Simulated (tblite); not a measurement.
Geometry relaxation, with input and output: C4H7AlO2 (part 1 of 4)

C4H7AlO2, computed with GFN2-xTB geometry optimisation, gas phase (tblite 0.8.0).

It belongs to a series of runs on one base structure; here: B replaced by Al.

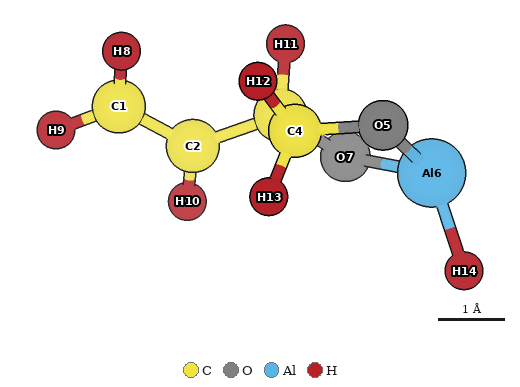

The structure as given in the input (ball-and-stick view, seen at a tilt; atoms are numbered from 1 in the order of the input). Sticks mark near contacts. Bond lengths as drawn: Al–H 1.59 Å, Al–O 1.80 to 1.81 Å, C–C 1.35 to 1.55 Å, C–H 1.08 to 1.13 Å and C–O 1.40 to 1.42 Å.

Input:
```
{"job": {"kind": "relax", "xc": "GFN2-xTB", "basis": "xTB"}, "charge": 0, "multiplicity": 1}
C      2.307100     0.041400     0.052100
C      1.160700     0.757800     0.037500
C     -0.050000     0.279200    -0.690700
C     -0.652300    -0.991000    -0.036100
O     -1.965800    -1.246400    -0.455700
Al    -2.560500     0.447500    -0.588100
O     -0.995900     1.338200    -0.759000
H      2.374600    -0.897900    -0.469400
H      3.172700     0.411000     0.588000
H      1.134600     1.703100     0.576200
H      0.238300     0.032100    -1.739700
H     -0.025400    -1.876400    -0.295000
H     -0.639000    -0.915800     1.095900
H     -3.499800     0.916700     0.607300
```

The first line tells a small driver script what to run in tblite; the rest is the geometry in Å.

Run on 1 CPU thread, shared host.

Launched with:
```bash
OMP_NUM_THREADS=1 python <driver script> task.json out
```

The program's output:
```
step      E/eV     max force
  0    -581.29786    2.299
  1    -581.52870    1.784
  2    -581.68995    1.203
  3    -581.73938    0.932
  4    -581.77267    0.546
  5    -581.78122    0.553
  6    -581.82917    0.411
  7    -581.83830    0.281
  8    -581.84857    0.249
  9    -581.85419    0.229
 10    -581.86589    0.324
 11    -581.87542    0.296
 12    -581.88518    0.283
 13    -581.89474    0.267
 14    -581.90865    0.363
 15    -581.92991    0.444
 16    -581.95257    0.405
 17    -581.96616    0.423
 18    -581.97665    0.332
 19    -581.98499    0.229
 20    -581.99291    0.303
 21    -582.00138    0.220
 22    -582.00981    0.213
 23    -582.01555    0.214
 24    -582.02095    0.158
 25    -582.02418    0.208
 26    -582.02680    0.180
 27    -582.03064    0.171
 28    -582.03892    0.158
 29    -582.04154    0.142
 30    -582.04470    0.136
 31    -582.04665    0.122
 32    -582.04814    0.106
 33    -582.04880    0.071
 34    -582.04930    0.056
 35    -582.04992    0.070
 36    -582.05061    0.073
 37    -582.05108    0.053
 38    -582.05131    0.040
 39    -582.05148    0.036
 40    -582.05169    0.037
 41    -582.05197    0.036
 42    -582.05219    0.035
 43    -582.05238    0.040
 44    -582.05267    0.053
 45    -582.05311    0.064
 46    -582.05368    0.062
 47    -582.05424    0.052
 48    -582.05468    0.050
 49    -582.05503    0.053
 50    -582.05537    0.053
 51    -582.05574    0.058
 52    -582.05620    0.065
 53    -582.05687    0.082
 54    -582.05788    0.084
 55    -582.05904    0.096
 56    -582.05984    0.115
 57    -582.06138    0.090
 58    -582.06247    0.071
 59    -582.06390    0.104
 60    -582.06579    0.097
 61    -582.06743    0.218
 62    -582.07065    0.133
 63    -582.07324    0.125
 64    -582.07720    0.119
 65    -582.07817    0.240
 66    -582.08116    0.114
 67    -582.08221    0.094
 68    -582.08371    0.082
 69    -582.08517    0.137
 70    -582.08714    0.152
 71    -582.08880    0.104
 72    -582.08991    0.098
 73    -582.09069    0.090
 74    -582.09176    0.110
 75    -582.09353    0.110
 76    -582.09570    0.147
 77    -582.09758    0.153
 78    -582.09941    0.131
 79    -582.10093    0.101
 80    -582.10183    0.059
 81    -582.10221    0.057
 82    -582.10250    0.050
 83    -582.10293    0.051
 84    -582.10339    0.091
 85    -582.10378    0.079
 86    -582.10401    0.035
 87    -582.10415    0.029
 88    -582.10431    0.037
 89    -582.10447    0.046
 90    -582.10462    0.031
 91    -582.10474    0.028
 92    -582.10485    0.028
 93    -582.10495    0.037
 94    -582.10501    0.036
 95    -582.10505    0.018
 96    -582.10507    0.017
 97    -582.10510    0.014
 98    -582.10511    0.010
 99    -582.10512    0.005
```

Trajectory as extended XYZ (Å, eV, eV/Å), 57 of the 100 frames kept, from step=0 to step=99:
```
14
Properties=species:S:1:pos:R:3:forces:R:3 step=0 energy=-581.29786
C     2.3071    0.0414    0.0521   -1.2640   1.0720   0.1310
C     1.1607    0.7578    0.0375    1.8940  -0.9750   0.3140
C    -0.0500    0.2792   -0.6907    0.0880   0.5400  -0.3980
C    -0.6523   -0.9910   -0.0361    0.3740  -0.8430   0.8350
O    -1.9658   -1.2464   -0.4557   -0.4970   1.8940  -0.4120
Al   -2.5605    0.4475   -0.5881    1.6490  -0.2580   1.4320
O    -0.9959    1.3382   -0.7590   -1.7900  -1.4410  -0.0830
H     2.3746   -0.8979   -0.4694    0.1320   0.0570   0.0550
H     3.1727    0.4110    0.5880   -0.1720  -0.2250  -0.1720
H     1.1346    1.7031    0.5762   -0.3230  -0.2730  -0.2610
H     0.2383    0.0321   -1.7397   -0.0910  -0.0600   0.4810
H    -0.0254   -1.8764   -0.2950   -0.2640   0.4700   0.0500
H    -0.6390   -0.9158    1.0959    0.0730   0.2380  -1.0650
H    -3.4998    0.9167    0.6073    0.1900  -0.1960  -0.9080
14
Properties=species:S:1:pos:R:3:forces:R:3 step=2 energy=-581.68995
C     2.3022    0.0516    0.0556   -0.0710  -0.1360  -0.1020
C     1.1845    0.7497    0.0467   -0.3410  -0.0660  -0.2410
C    -0.0434    0.2939   -0.6973    0.0370  -0.3150   0.4880
C    -0.6416   -1.0124   -0.0157   -0.2000   0.6450  -0.8840
O    -1.9800   -1.1769   -0.4691    0.4070   0.0600   0.0880
Al   -2.5034    0.4393   -0.5294   -0.5050   0.2170   1.0700
O    -1.0586    1.2837   -0.7619    0.2560  -0.2570  -0.1090
H     2.3789   -0.8898   -0.4644    0.0920   0.0490   0.0230
H     3.1642    0.4017    0.5806    0.2430  -0.0160   0.1260
H     1.1228    1.6898    0.5651   -0.1790   0.1220   0.0480
H     0.2353    0.0295   -1.7233    0.0390  -0.0600   0.0170
H    -0.0339   -1.8632   -0.2942    0.0440  -0.3280  -0.1310
H    -0.6360   -0.9062    1.0606    0.0570   0.1910   0.2470
H    -3.4917    0.9088    0.5699    0.1200  -0.1070  -0.6410
14
Properties=species:S:1:pos:R:3:forces:R:3 step=4 energy=-581.77267
C     2.3008    0.0513    0.0548   -0.0540   0.0870   0.0330
C     1.1777    0.7477    0.0424    0.1000  -0.0470   0.0520
C    -0.0413    0.2829   -0.6870    0.0210  -0.0460  -0.2100
C    -0.6408   -0.9962   -0.0388    0.1870  -0.1810   0.1410
O    -1.9690   -1.1590   -0.4706   -0.0500  -0.1410  -0.0270
Al   -2.5109    0.4476   -0.4664    0.1490   0.0070   0.1780
O    -1.0615    1.2610   -0.7667    0.1320   0.0850   0.0330
H     2.3847   -0.8877   -0.4633    0.0600  -0.0220  -0.0220
H     3.1703    0.3976    0.5828    0.0390  -0.0260   0.0230
H     1.1108    1.6900    0.5631   -0.1490   0.0330  -0.0020
H     0.2366    0.0265   -1.7161    0.0830  -0.0540  -0.0320
H    -0.0371   -1.8714   -0.3002   -0.1140  -0.0210  -0.0920
H    -0.6319   -0.8946    1.0557    0.1010   0.1320  -0.1500
H    -3.4890    0.9038    0.5334   -0.5050   0.1940   0.0750
14
Properties=species:S:1:pos:R:3:forces:R:3 step=5 energy=-581.78122
C     2.3005    0.0519    0.0552    0.0170   0.0480   0.0370
C     1.1776    0.7472    0.0426    0.0590  -0.0130   0.0480
C    -0.0407    0.2811   -0.6887    0.0490  -0.0110  -0.1600
C    -0.6382   -0.9970   -0.0395    0.0990  -0.1570   0.0960
O    -1.9686   -1.1593   -0.4710   -0.0360  -0.1200   0.0010
Al   -2.5094    0.4485   -0.4576    0.1700  -0.0100   0.1330
O    -1.0598    1.2600   -0.7667    0.1050   0.0800   0.0430
H     2.3861   -0.8876   -0.4635    0.0500   0.0020  -0.0110
H     3.1715    0.3968    0.5834    0.0120  -0.0260   0.0130
H     1.1075    1.6905    0.5629   -0.1390   0.0060  -0.0120
H     0.2379    0.0254   -1.7160    0.0890  -0.0590  -0.0790
H    -0.0390   -1.8727   -0.3021   -0.0770  -0.0520  -0.0890
H    -0.6300   -0.8915    1.0532    0.1100   0.1150  -0.1090
H    -3.4961    0.9061    0.5309   -0.5080   0.1990   0.0900
14
Properties=species:S:1:pos:R:3:forces:R:3 step=7 energy=-581.83830
C     2.3047    0.0574    0.0606    0.1810  -0.0890   0.0230
C     1.1780    0.7436    0.0455   -0.0010   0.0270  -0.0480
C    -0.0274    0.2661   -0.7068    0.1290   0.1170   0.0360
C    -0.6196   -1.0078   -0.0510   -0.2390   0.0010  -0.1480
O    -1.9631   -1.1646   -0.4700   -0.0670   0.1240   0.2210
Al   -2.4875    0.4568   -0.3606   -0.0560   0.0110  -0.0690
O    -1.0402    1.2517   -0.7625   -0.1020  -0.0280   0.1280
H     2.4023   -0.8831   -0.4640   -0.0230   0.1270   0.0330
H     3.1820    0.3880    0.5898   -0.0570   0.0430   0.0360
H     1.0663    1.6918    0.5587    0.0030  -0.1480  -0.0380
H     0.2581    0.0100   -1.7265    0.0710   0.0060  -0.2390
H    -0.0567   -1.8948   -0.3268    0.1270  -0.1430   0.0090
H    -0.6021   -0.8562    1.0296    0.1590  -0.1080   0.1320
H    -3.5955    0.9407    0.5072   -0.1240   0.0620  -0.0760
14
Properties=species:S:1:pos:R:3:forces:R:3 step=9 energy=-581.85419
C     2.3125    0.0573    0.0641   -0.0520   0.0800   0.0210
C     1.1826    0.7410    0.0430    0.0510  -0.0780  -0.0850
C    -0.0174    0.2668   -0.7145   -0.1040  -0.1040  -0.1300
C    -0.6233   -1.0132   -0.0601    0.1730  -0.0300   0.0900
O    -1.9680   -1.1587   -0.4548   -0.0990   0.0580   0.1900
Al   -2.4876    0.4618   -0.3348   -0.1850   0.1010  -0.0630
O    -1.0395    1.2476   -0.7524    0.0180  -0.0350   0.0770
H     2.4064   -0.8753   -0.4632    0.0310  -0.0440  -0.0510
H     3.1830    0.3889    0.5956    0.0490   0.0730   0.1040
H     1.0540    1.6832    0.5557    0.0490  -0.0410   0.0330
H     0.2684    0.0072   -1.7431   -0.0320   0.1220   0.0150
H    -0.0559   -1.9085   -0.3335   -0.0480   0.0560   0.0260
H    -0.5824   -0.8535    1.0278    0.1290  -0.1690  -0.0840
H    -3.6336    0.9552    0.4932    0.0190   0.0110  -0.1420
14
Properties=species:S:1:pos:R:3:forces:R:3 step=11 energy=-581.87542
C     2.3244    0.0598    0.0700   -0.1200   0.0680  -0.0490
C     1.1894    0.7331    0.0300   -0.0340  -0.0470  -0.0150
C    -0.0126    0.2612   -0.7317   -0.1630  -0.1500   0.0170
C    -0.6199   -1.0215   -0.0664    0.2260  -0.0220   0.1540
O    -1.9836   -1.1438   -0.4097    0.1040  -0.0180   0.1490
Al   -2.5058    0.4770   -0.3191    0.0100   0.0440  -0.0470
O    -1.0399    1.2399   -0.7297    0.0500  -0.0260  -0.0750
H     2.4141   -0.8667   -0.4660    0.1470  -0.1020  -0.0440
H     3.1863    0.3987    0.6135   -0.0020   0.0210   0.0540
H     1.0461    1.6646    0.5545    0.0420   0.0460   0.0460
H     0.2781    0.0170   -1.7690   -0.1800   0.1380   0.1900
H    -0.0560   -1.9234   -0.3390   -0.1990   0.1150  -0.0920
H    -0.5417   -0.8720    1.0227    0.0970  -0.0980  -0.1420
H    -3.6797    0.9756    0.4629    0.0240   0.0320  -0.1470
14
Properties=species:S:1:pos:R:3:forces:R:3 step=12 energy=-581.88518
C     2.3285    0.0618    0.0714   -0.0650  -0.0020  -0.0770
C     1.1907    0.7286    0.0229   -0.0640  -0.0040   0.0530
C    -0.0142    0.2552   -0.7382   -0.0740  -0.0380   0.1310
C    -0.6141   -1.0251   -0.0668    0.0720  -0.0050   0.0810
O    -1.9882   -1.1356   -0.3829    0.1610  -0.0460   0.1290
Al   -2.5144    0.4854   -0.3132    0.1250  -0.0300  -0.0450
O    -1.0400    1.2345   -0.7205    0.0200   0.0150  -0.1280
H     2.4215   -0.8645   -0.4682    0.1760  -0.0530  -0.0010
H     3.1873    0.4042    0.6237   -0.0870  -0.0180  -0.0140
H     1.0439    1.6561    0.5550    0.0250   0.0480   0.0220
H     0.2778    0.0257   -1.7772   -0.2120   0.0810   0.1690
H    -0.0605   -1.9281   -0.3438   -0.1770   0.0360  -0.1710
H    -0.5191   -0.8844    1.0174    0.1050  -0.0400  -0.0180
H    -3.7000    0.9858    0.4434   -0.0050   0.0550  -0.1310
14
Properties=species:S:1:pos:R:3:forces:R:3 step=14 energy=-581.90865
C     2.3339    0.0652    0.0695    0.0780  -0.1310  -0.0670
C     1.1896    0.7188    0.0126   -0.0500   0.0630   0.1600
C    -0.0203    0.2421   -0.7425    0.1280   0.2590   0.2190
C    -0.5988   -1.0329   -0.0639   -0.2430   0.0040  -0.0470
O    -1.9880   -1.1197   -0.3162    0.0690  -0.0710   0.0780
Al   -2.5240    0.5008   -0.2982    0.1760  -0.1450  -0.0110
O    -1.0403    1.2235   -0.7099   -0.0680   0.1470  -0.1230
H     2.4506   -0.8622   -0.4723    0.1400   0.0740   0.0670
H     3.1822    0.4140    0.6434   -0.2010  -0.0540  -0.1330
H     1.0395    1.6406    0.5568   -0.0010   0.0250  -0.0170
H     0.2625    0.0482   -1.7836   -0.1540  -0.1050   0.0010
H    -0.0816   -1.9384   -0.3686   -0.0290  -0.1530  -0.2870
H    -0.4612   -0.9126    1.0075    0.1510   0.0230   0.2870
H    -3.7447    1.0120    0.3887    0.0030   0.0640  -0.1250
14
Properties=species:S:1:pos:R:3:forces:R:3 step=16 energy=-581.95257
C     2.3442    0.0663    0.0593    0.0990  -0.1270   0.0500
C     1.1874    0.6996    0.0047    0.0530   0.0800   0.1430
C    -0.0293    0.2338   -0.7369    0.1140   0.3380   0.0190
C    -0.5775   -1.0521   -0.0521   -0.2870  -0.0750   0.0330
O    -1.9827   -1.0914   -0.1641   -0.0520  -0.0370   0.0340
Al   -2.5336    0.5226   -0.2677   -0.0180  -0.1780   0.1450
O    -1.0471    1.2141   -0.6993   -0.1100   0.2900   0.0310
H     2.5276   -0.8547   -0.4775   -0.0430   0.1450   0.0490
H     3.1548    0.4316    0.6747   -0.0950  -0.0250  -0.1750
H     1.0328    1.6122    0.5616    0.0010   0.0520   0.0300
H     0.2115    0.0891   -1.7901    0.0680  -0.3770  -0.1310
H    -0.1359   -1.9666   -0.4487   -0.0110   0.0000  -0.2130
H    -0.3222   -0.9763    1.0055    0.0960  -0.0650   0.1590
H    -3.8308    1.0713    0.2538    0.1850  -0.0210  -0.1730
14
Properties=species:S:1:pos:R:3:forces:R:3 step=18 energy=-581.97665
C     2.3466    0.0620    0.0557   -0.0990   0.0670   0.0880
C     1.1882    0.6959    0.0111    0.0130   0.0550  -0.0350
C    -0.0318    0.2463   -0.7298   -0.1130   0.0040  -0.1060
C    -0.5779   -1.0619   -0.0420    0.0500   0.0690   0.0190
O    -1.9802   -1.0835   -0.1041   -0.0800  -0.0920   0.0750
Al   -2.5323    0.5194   -0.2493   -0.0720   0.0190   0.0920
O    -1.0561    1.2253   -0.6989    0.0260   0.0810   0.1290
H     2.5588   -0.8478   -0.4779   -0.1280   0.0000  -0.0660
H     3.1386    0.4363    0.6761    0.1530   0.0550  -0.0120
H     1.0327    1.6081    0.5668    0.0440   0.0550   0.0870
H     0.1882    0.0852   -1.7894    0.1340  -0.3040   0.0110
H    -0.1638   -1.9718   -0.4951   -0.0520   0.1890  -0.0340
H    -0.2649   -1.0054    1.0110   -0.0300  -0.1590  -0.1190
H    -3.8467    1.0915    0.1888    0.1530  -0.0380  -0.1280
14
Properties=species:S:1:pos:R:3:forces:R:3 step=19 energy=-581.98499
C     2.3438    0.0603    0.0573   -0.1520   0.1460   0.0680
C     1.1881    0.7001    0.0154   -0.0310   0.0290  -0.1040
C    -0.0340    0.2554   -0.7275   -0.1320  -0.1550  -0.1040
C    -0.5828   -1.0600   -0.0394    0.1930   0.1120  -0.0080
O    -1.9817   -1.0879   -0.1038   -0.1260  -0.0720   0.0790
Al   -2.5310    0.5129   -0.2488    0.1040   0.0570   0.0030
O    -1.0594    1.2352   -0.6988    0.0690  -0.0810   0.1170
H     2.5555   -0.8462   -0.4783   -0.1350  -0.0600  -0.0950
H     3.1386    0.4364    0.6694    0.2040   0.0670   0.0490
H     1.0368    1.6133    0.5705    0.0450   0.0470   0.0870
H     0.1886    0.0684   -1.7868    0.0930  -0.1630   0.1230
H    -0.1670   -1.9641   -0.5024   -0.0340   0.1790  -0.0130
H    -0.2667   -1.0116    1.0138   -0.0410  -0.1440  -0.1430
H    -3.8295    1.0873    0.1823   -0.0560   0.0390  -0.0590
14
Properties=species:S:1:pos:R:3:forces:R:3 step=21 energy=-582.00138
C     2.3425    0.0642    0.0635   -0.0080   0.0790  -0.0280
C     1.1864    0.7028    0.0117   -0.0330   0.0420  -0.0490
C    -0.0399    0.2568   -0.7328   -0.0130  -0.1890   0.0940
C    -0.5785   -1.0598   -0.0390    0.0060  -0.0260   0.0170
O    -1.9884   -1.0854   -0.0545    0.1710   0.0210   0.0670
Al   -2.5294    0.5163   -0.2194    0.0190   0.0830  -0.0400
O    -1.0611    1.2384   -0.6838    0.0980  -0.1630  -0.0150
H     2.5627   -0.8388   -0.4840   -0.1640   0.0550  -0.0020
H     3.1440    0.4443    0.6730    0.0470   0.0090  -0.0210
H     1.0348    1.6109    0.5795    0.0180  -0.0050   0.0170
H     0.1896    0.0434   -1.7881   -0.0110   0.0170   0.1630
H    -0.1863   -1.9573   -0.5350   -0.0550   0.1650   0.0170
H    -0.2274   -1.0413    1.0048   -0.0710  -0.1040  -0.1800
H    -3.8498    1.1050    0.1272   -0.0040   0.0160  -0.0420
14
Properties=species:S:1:pos:R:3:forces:R:3 step=23 energy=-582.01555
C     2.3410    0.0725    0.0643    0.1000   0.0220  -0.0700
C     1.1823    0.7061    0.0066    0.0560   0.0130   0.1140
C    -0.0482    0.2487   -0.7248    0.1640   0.0020   0.1370
C    -0.5736   -1.0626   -0.0337   -0.1060  -0.1340   0.0290
O    -1.9827   -1.0740    0.0156    0.1150   0.0900   0.0240
Al   -2.5276    0.5239   -0.1971   -0.0740  -0.0090  -0.0210
O    -1.0622    1.2299   -0.6729    0.0640  -0.0180  -0.0750
H     2.5675   -0.8275   -0.4896   -0.1680   0.0950   0.0400
H     3.1454    0.4545    0.6755   -0.0630  -0.0200  -0.0960
H     1.0380    1.6062    0.5902   -0.0570   0.0040  -0.0440
H     0.1779    0.0262   -1.7745    0.0090   0.0450   0.0140
H    -0.2154   -1.9404   -0.5762   -0.0290  -0.0340  -0.0260
H    -0.1796   -1.0890    0.9878   -0.0090  -0.0590  -0.0080
H    -3.8635    1.1250    0.0520   -0.0020   0.0040  -0.0170
14
Properties=species:S:1:pos:R:3:forces:R:3 step=25 energy=-582.02418
C     2.3439    0.0822    0.0598    0.0250   0.0400  -0.0290
C     1.1827    0.7090    0.0109    0.0150  -0.0080   0.1330
C    -0.0465    0.2427   -0.7091    0.0560   0.0600  -0.0160
C    -0.5736   -1.0730   -0.0251    0.0420   0.0090  -0.0320
O    -1.9715   -1.0572    0.0775   -0.1100   0.0340   0.0160
Al   -2.5295    0.5289   -0.1828    0.0160   0.0020  -0.0370
O    -1.0609    1.2215   -0.6695    0.0060   0.0360  -0.0200
H     2.5616   -0.8141   -0.4930   -0.0910  -0.0520  -0.0500
H     3.1430    0.4625    0.6713    0.0650   0.0260  -0.0420
H     1.0382    1.6039    0.5971   -0.0820   0.0870  -0.0030
H     0.1667    0.0159   -1.7596    0.0930   0.0410  -0.0210
H    -0.2442   -1.9277   -0.6131   -0.0470  -0.1970  -0.0470
H    -0.1399   -1.1358    0.9730    0.0490  -0.0720   0.1420
H    -3.8706    1.1408   -0.0143   -0.0350  -0.0040   0.0050
14
Properties=species:S:1:pos:R:3:forces:R:3 step=27 energy=-582.03064
C     2.3486    0.0905    0.0556   -0.0460   0.0180   0.0110
C     1.1843    0.7104    0.0208   -0.0540   0.0170   0.0490
C    -0.0413    0.2412   -0.7012   -0.0760  -0.0030  -0.0430
C    -0.5724   -1.0819   -0.0206    0.0840   0.0510  -0.0210
O    -1.9676   -1.0448    0.1165   -0.0610  -0.0040  -0.0090
Al   -2.5324    0.5332   -0.1764    0.0970   0.0300  -0.0400
O    -1.0582    1.2185   -0.6672   -0.0250   0.0010   0.0040
H     2.5508   -0.8076   -0.4978   -0.0260  -0.0730  -0.0640
H     3.1460    0.4692    0.6666    0.1390   0.0280  -0.0270
H     1.0326    1.6068    0.6009   -0.0540   0.1030   0.0360
H     0.1675    0.0126   -1.7535    0.1270   0.0520   0.0270
H    -0.2655   -1.9302   -0.6353   -0.1080  -0.1300   0.0250
H    -0.1142   -1.1688    0.9679    0.0070  -0.0630   0.0470
H    -3.8787    1.1505   -0.0532   -0.0040  -0.0280   0.0070
14
Properties=species:S:1:pos:R:3:forces:R:3 step=28 energy=-582.03892
C     2.3519    0.1013    0.0513   -0.0930  -0.0530   0.0560
C     1.1846    0.7161    0.0405   -0.0970   0.0730  -0.0890
C    -0.0324    0.2402   -0.6950   -0.1210  -0.0620   0.0250
C    -0.5710   -1.0876   -0.0203    0.0200   0.0500  -0.0600
O    -1.9660   -1.0376    0.1208   -0.0600  -0.0670   0.0050
Al   -2.5286    0.5357   -0.1793    0.1220   0.0830  -0.0560
O    -1.0510    1.2169   -0.6702   -0.0290  -0.0370  -0.0120
H     2.5179   -0.8068   -0.5050    0.0550   0.0440   0.0100
H     3.1623    0.4729    0.6519    0.0990  -0.0200  -0.0760
H     1.0200    1.6232    0.6034    0.0220   0.0200   0.0470
H     0.1885    0.0092   -1.7453    0.1180   0.0760   0.0640
H    -0.2824   -1.9415   -0.6389   -0.0760  -0.0530   0.0250
H    -0.1178   -1.1900    0.9678    0.0570  -0.0370   0.0560
H    -3.8766    1.1477   -0.0586   -0.0160  -0.0160   0.0060
```
